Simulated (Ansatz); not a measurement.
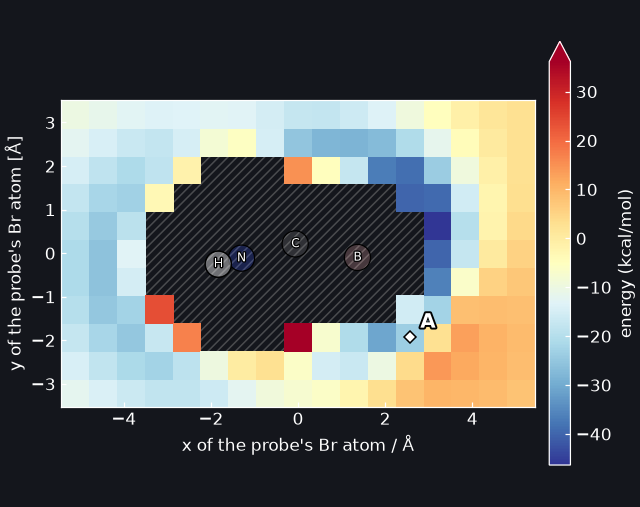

CH₂BN (SMILES B#CN) with the probe Br-. The probe is moved over the molecule's main plane. Coordinates scanned: (1) x of the probe's Br atom; (2) y of the probe's Br atom. Nothing is relaxed (molecule and probe rigid). The grid has 17 × 11 points. At 52 points there is no value (left out of the scan, as a rule where atoms come close). All energies are given in kcal/mol relative to molecule and probe far apart, each relaxed in its own basis (no counterpoise correction). Energies and slopes of some neighbouring points disagree (a jump in structure or state, or too coarse a mesh). Computed with Ansatz 0.2.0, RKS PBE0-D4/def2-TZVPD.

Drawn: one coloured cell a grid point, labelled circles for the molecule's atoms, projected on the plane, one colour for all values above the top of the scale, hatched blanks where no value was computed, the point A.

Question: Which way does the force act at A, and how strong is it?

Answer: A, at x of the probe's Br atom = 2.56 Å, y of the probe's Br atom = −1.92 Å, is not a stationary point. The computed force is 2.3 eV/Å in the plane, pointing up and left in the picture (components −1.3 and 1.8 eV/Å).
